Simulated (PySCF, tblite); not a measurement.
**C4H4F3O−: a rotation path, then NMR shifts on frames**

How do NMR shifts of C4H4F3O− (`[O-]CCC(F)=C(F)F`) change as the atoms move?

Computed with tblite 0.8.0 and PySCF 2.14.0, with density-fitted response routines of our own, on a single molecule in the gas phase. Atoms count from 0, in the outputs and in this text.

### 1 The starting structure

12 atoms, charge -1, multiplicity 1; geometry from: GFN2-xTB.

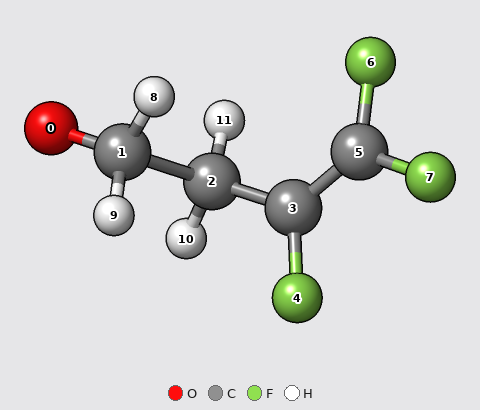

As it starts; oxygen red, carbon grey, fluorine green, hydrogen white, atoms numbered; sticks join atoms by distance.

### 2 A band between two rotamers with GFN2-xTB

What the job is given:

```
{"job": {"kind": "neb", "xc": "GFN2-xTB", "basis": "xTB", "atoms": [0, 1, 2, 3], "turn": 120}, "charge": -1, "multiplicity": 1}
O     -2.742676     0.218673    -0.040214
C     -1.585666    -0.040502     0.441545
C     -0.415381    -0.127010    -0.758735
C      0.900644    -0.408262    -0.232805
F      1.201919    -1.723023     0.000944
C      1.794938     0.475090     0.239096
F      1.717034     1.808213     0.052682
F      2.970584     0.176331     0.843164
H     -1.149263     0.734583     1.140258
H     -1.479924    -1.035374     0.966491
H     -0.756169    -0.917361    -1.422009
H     -0.454842     0.837955    -1.256444
```

Level: GFN2-xTB climbing-image nudged elastic band, gas phase.

Started as:

```
$ OMP_NUM_THREADS=1 python probes_run.py task.json out
```

One launch serves the whole session: the jobs run in the order shown.

Log:

```text
image   E - E0 / eV
  0       0.0000
  1       0.0075
  2       0.0335
  3       0.0682
  4       0.0987
  5       0.1166
  6       0.1190
  7       0.1106
  8       0.0998
```

It took 5.4 s on 1 thread of Intel Xeon at 2.50GHz, shared host; peak memory 0.18 GiB.

The final band, with the dihedral O0–C1–C2–C3:

```
image  dihedral (°)  energy (eV)  energy (kcal/mol)
    0           180        0.000                0.0
    1           191        0.008                0.2
    2           204        0.034                0.8
    3           217        0.068                1.6
    4           230        0.099                2.3
    5           242        0.117                2.7
    6           255        0.119                2.7
    7           269        0.111                2.5
    8           282        0.100                2.3
```

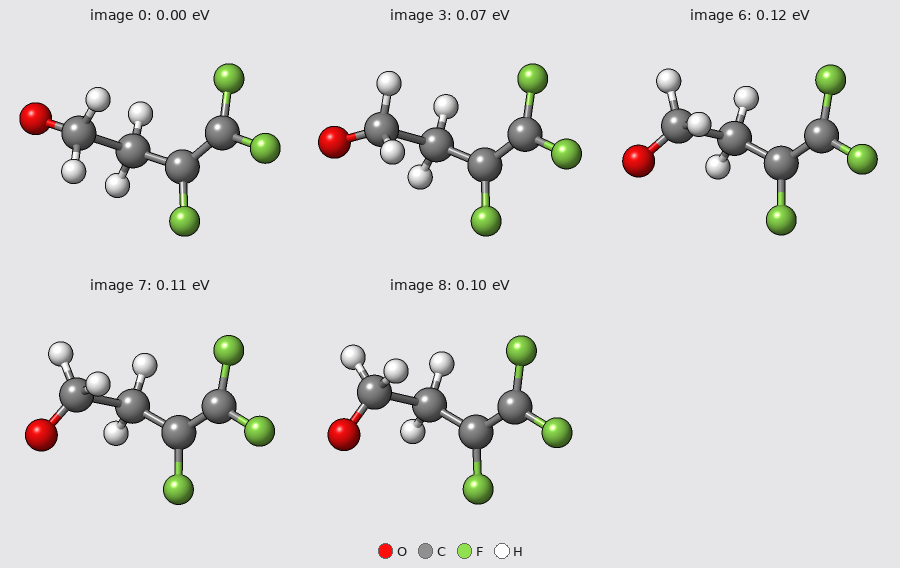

Images along the band.

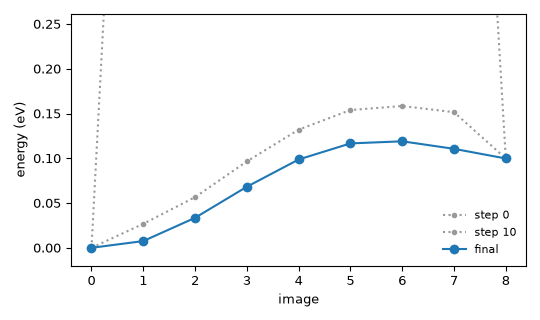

Energy along the band, early and final.

### 3 Nuclear shieldings: image 0, PBE0/pcSseg-1

What the job is given:

```
{"job": {"kind": "nmr", "xc": "PBE0", "basis": "pcSseg-1", "pop": false}, "charge": -1, "multiplicity": 1}
O     -2.742700     0.218700    -0.040200
C     -1.585700    -0.040500     0.441500
C     -0.415400    -0.127000    -0.758700
C      0.900600    -0.408300    -0.232800
F      1.201900    -1.723000     0.000900
C      1.794900     0.475100     0.239100
F      1.717000     1.808200     0.052700
F      2.970600     0.176300     0.843200
H     -1.149300     0.734600     1.140300
H     -1.479900    -1.035400     0.966500
H     -0.756200    -0.917400    -1.422000
H     -0.454800     0.838000    -1.256400
```

Method: GIAO PBE0/pcSseg-1 NMR shielding, non-relativistic, gas phase.

Log:

```text
coarse grid: 11168 points
cycle   1  E = -528.5751083240  dE =  1.189e+00  |g| = 1.191e+00  |ddm| = 3.120e+00
cycle   2  E = -522.1337393098  dE =  6.441e+00  |g| = 3.910e+00  |ddm| = 4.878e+00
cycle   3  E = -528.7342548151  dE = -6.601e+00  |g| = 7.505e-01  |ddm| = 4.816e+00
cycle   4  E = -528.8465522419  dE = -1.123e-01  |g| = 2.397e-01  |ddm| = 1.020e+00
cycle   5  E = -528.8558141479  dE = -9.262e-03  |g| = 1.293e-01  |ddm| = 3.449e-01
cycle   6  E = -528.8586074811  dE = -2.793e-03  |g| = 4.770e-02  |ddm| = 2.149e-01
cycle   7  E = -528.8590054337  dE = -3.980e-04  |g| = 1.613e-02  |ddm| = 6.254e-02
cycle   8  E = -528.8590712275  dE = -6.579e-05  |g| = 3.148e-03  |ddm| = 1.965e-02
cycle   9  E = -528.8590730002  dE = -1.773e-06  |g| = 2.068e-03  |ddm| = 5.139e-03
final grid: 112344 points
cycle  10  E = -528.9368776705  dE = -3.205e-05  |g| = 1.172e-02  |ddm| = 2.658e-02
cycle  11  E = -528.9368221542  dE =  5.552e-05  |g| = 2.090e-02  |ddm| = 3.421e-02
cycle  12  E = -528.9369026489  dE = -8.049e-05  |g| = 1.804e-03  |ddm| = 2.660e-02
cycle  13  E = -528.9369033597  dE = -7.109e-07  |g| = 3.509e-04  |ddm| = 3.065e-03
cycle  14  E = -528.9369033781  dE = -1.839e-08  |g| = 1.279e-04  |ddm| = 4.198e-04
cycle  15  E = -528.9369033806  dE = -2.482e-09  |g| = 3.804e-05  |ddm| = 1.297e-04
cycle  16  E = -528.9369033809  dE = -2.688e-10  |g| = 1.323e-05  |ddm| = 4.616e-05
converged SCF energy = -528.9369033809

GIAO shielding tensors (ppm)
atom      isotropic    diamagn.    paramagn.     s11        s22        s33       span
  0 O      138.990     394.398    -255.408    -64.845    167.456    314.358    379.204
  1 C       87.800     235.092    -147.292     27.920     78.956    156.524    128.604
  2 C      138.105     251.137    -113.031    113.884    134.547    165.884     52.001
  3 C       40.669     251.026    -210.357      6.831     38.050     77.127     70.296
  4 F      353.161     473.721    -120.561    301.704    366.864    390.914     89.210
  5 C       16.516     250.412    -233.896    -31.672     26.881     54.339     86.010
  6 F      314.015     475.616    -161.602    242.974    316.814    382.256    139.282
  7 F      306.077     471.276    -165.199    269.935    308.661    339.635     69.701
  8 H       25.374      28.073      -2.699     21.391     25.399     29.331      7.940
  9 H       24.744      27.808      -3.064     20.279     25.531     28.421      8.142
 10 H       29.839      31.164      -1.325     26.924     30.016     32.576      5.652
 11 H       29.804      32.363      -2.559     26.477     30.929     32.007      5.530
```

Wall time 43 s (1 thread of Intel Xeon at 2.50GHz, shared host); peak memory 0.75 GiB.

The references, computed at this level on geometries of the same kind, shield at (ppm): 1H TMS 31.72, 13C TMS 186.9, 19F CFCl3 170.9, 17O H2O 336.1. Their shielding less the atom's gives the shift. The references are single molecules in the gas phase, so shifts against H2O, NH3, PH3, H3PO4 or CFCl3 are not on the usual liquid scales and can be off by tens of ppm. Each atom is listed at this fixed geometry, with no averaging over motion; a spectrum would average atoms that exchange fast.

```
atoms                                  environment  σ (ppm)  δ (ppm)
   C5  fully substituted alkene carbon bonded to F     16.5    170.4
   C3  fully substituted alkene carbon bonded to F     40.7    146.3
   C1                          sp3 CH2 bonded to O     87.8     99.1
   C2                              allylic sp3 CH2    138.1     48.8
   H9           hydrogen on an sp3 CH2 bonded to O    24.74     6.97
   H8           hydrogen on an sp3 CH2 bonded to O    25.37     6.34
  H11               hydrogen on an allylic sp3 CH2    29.80     1.91
  H10               hydrogen on an allylic sp3 CH2    29.84     1.88
   O0                           oxygen bonded to C    139.0    197.1
   F7                             vinylic fluorine    306.1   -135.1
   F6                             vinylic fluorine    314.0   -143.1
   F4                             vinylic fluorine    353.2   -182.2
```

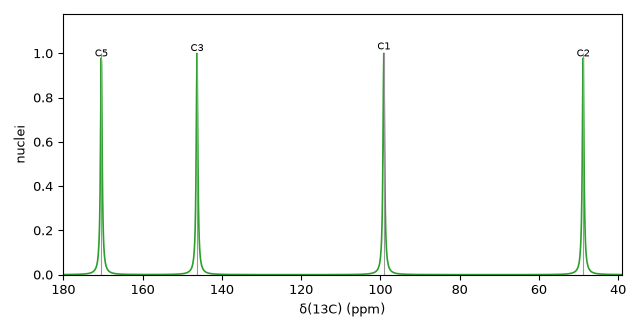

13C lines at the computed shifts, without couplings. Lines are broadened to a width of 0.49 ppm (Lorentzian).

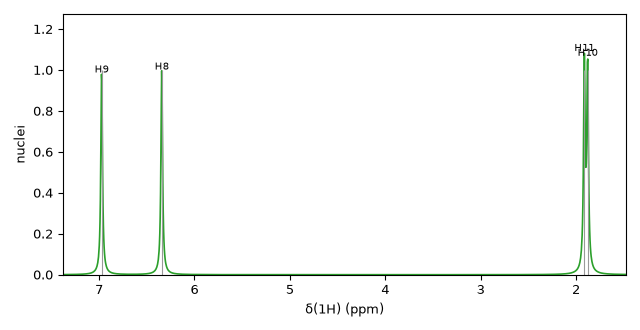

1H lines at the computed shifts, without couplings. Lines are broadened to a width of 0.02 ppm (Lorentzian).

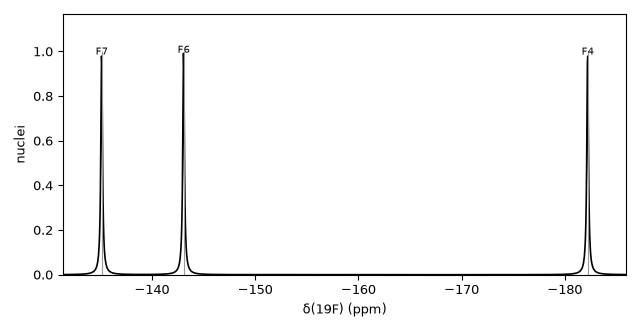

19F lines at the computed shifts, without couplings. Lines are broadened to a width of 0.19 ppm (Lorentzian).

Orbitals, density, ELF and potential are computed afterwards from the orbital file.

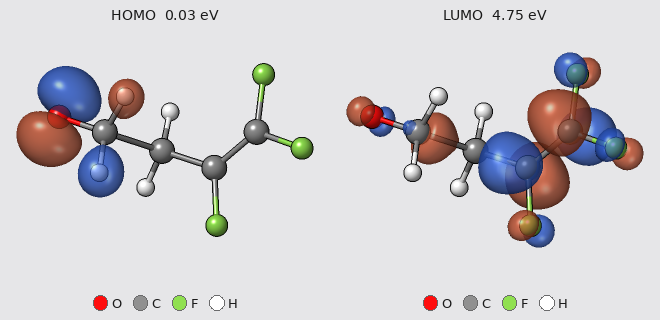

Frontier orbitals at PBE0/pcSseg-1; each surface holds 70 % of the orbital's density, blue and red mark the sign.

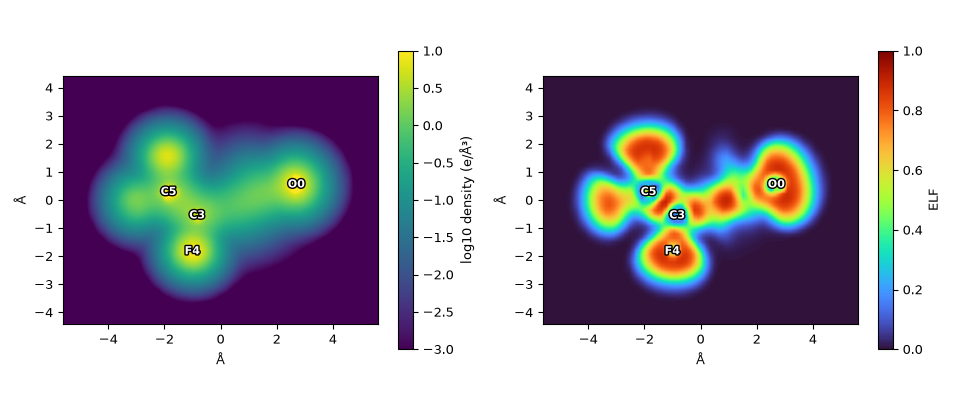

Density (left) and ELF (right) in a plane through or near 4 of the atoms.

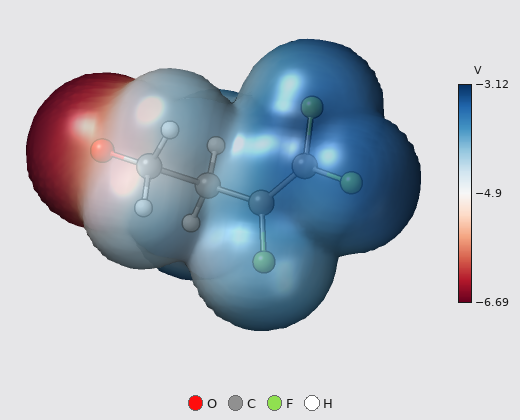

The potential that a unit positive charge feels on the 0.002 e/bohr³ surface, from -6.69 V near O0 to -3.12 V near C5.

### 4 NMR shieldings: image 3, PBE0/pcSseg-1

What the job is given:

```
{"job": {"kind": "nmr", "xc": "PBE0", "basis": "pcSseg-1", "pop": false}, "charge": -1, "multiplicity": 1}
O     -2.728500    -0.428800     0.038600
C     -1.590900    -0.018100     0.451600
C     -0.415600    -0.041700    -0.777700
C      0.886500    -0.422700    -0.281600
F      1.146700    -1.761800    -0.199800
C      1.812500     0.370900     0.279300
F      1.777500     1.719700     0.238800
F      2.967200    -0.030100     0.863500
H     -1.539500     1.058300     0.785200
H     -1.116700    -0.623200     1.279300
H     -0.791300    -0.774400    -1.485300
H     -0.406700     0.951100    -1.217800
```

Level: GIAO PBE0/pcSseg-1 NMR shielding, non-relativistic, gas phase.

Log:

```text
coarse grid: 11168 points
cycle   1  E = -528.5715838669  dE =  1.185e+00  |g| = 1.191e+00  |ddm| = 3.110e+00
cycle   2  E = -522.1000519533  dE =  6.472e+00  |g| = 3.911e+00  |ddm| = 4.966e+00
cycle   3  E = -528.7302000171  dE = -6.630e+00  |g| = 7.505e-01  |ddm| = 4.919e+00
cycle   4  E = -528.8434208400  dE = -1.132e-01  |g| = 2.383e-01  |ddm| = 9.967e-01
cycle   5  E = -528.8527363271  dE = -9.315e-03  |g| = 1.247e-01  |ddm| = 3.400e-01
cycle   6  E = -528.8553152724  dE = -2.579e-03  |g| = 4.732e-02  |ddm| = 1.964e-01
cycle   7  E = -528.8557026212  dE = -3.873e-04  |g| = 1.531e-02  |ddm| = 5.817e-02
cycle   8  E = -528.8557623064  dE = -5.969e-05  |g| = 3.233e-03  |ddm| = 1.838e-02
cycle   9  E = -528.8557641670  dE = -1.861e-06  |g| = 2.049e-03  |ddm| = 5.175e-03
final grid: 112344 points
cycle  10  E = -528.9326536099  dE = -2.760e-05  |g| = 1.158e-02  |ddm| = 2.667e-02
cycle  11  E = -528.9325969284  dE =  5.668e-05  |g| = 2.089e-02  |ddm| = 3.382e-02
cycle  12  E = -528.9326784554  dE = -8.153e-05  |g| = 1.714e-03  |ddm| = 2.579e-02
cycle  13  E = -528.9326790960  dE = -6.406e-07  |g| = 3.441e-04  |ddm| = 2.725e-03
cycle  14  E = -528.9326791143  dE = -1.828e-08  |g| = 1.263e-04  |ddm| = 4.169e-04
cycle  15  E = -528.9326791167  dE = -2.458e-09  |g| = 3.558e-05  |ddm| = 1.370e-04
cycle  16  E = -528.9326791169  dE = -2.175e-10  |g| = 1.371e-05  |ddm| = 4.182e-05
converged SCF energy = -528.9326791169

GIAO shielding tensors (ppm)
atom      isotropic    diamagn.    paramagn.     s11        s22        s33       span
  0 O      140.212     393.638    -253.426    -26.138    111.483    335.290    361.429
  1 C       88.941     234.935    -145.994     27.398     78.835    160.589    133.191
  2 C      137.812     251.768    -113.956     96.501    148.914    168.020     71.519
  3 C       39.421     250.150    -210.729      7.048     33.765     77.451     70.403
  4 F      355.173     473.293    -118.121    304.182    371.507    389.829     85.648
  5 C       17.250     250.686    -233.436    -30.545     27.684     54.612     85.157
  6 F      316.860     475.780    -158.920    241.754    320.713    388.112    146.359
  7 F      307.742     471.458    -163.716    270.724    309.897    342.604     71.880
  8 H       24.567      27.854      -3.287     20.470     25.243     27.989      7.519
  9 H       25.321      28.001      -2.679     20.791     25.378     29.795      9.004
 10 H       30.668      31.300      -0.632     27.195     30.875     33.933      6.738
 11 H       28.892      32.174      -3.282     27.052     28.843     30.780      3.728
```

Wall time 35 s (1 thread of Intel Xeon at 2.50GHz, shared host); peak memory 0.8 GiB.

In short: δ C5 169.7, C3 147.5, C1 98.0, C2 49.1, H8 7.15, H9 6.40 ppm.

(Part 1 of 2 ends here.)
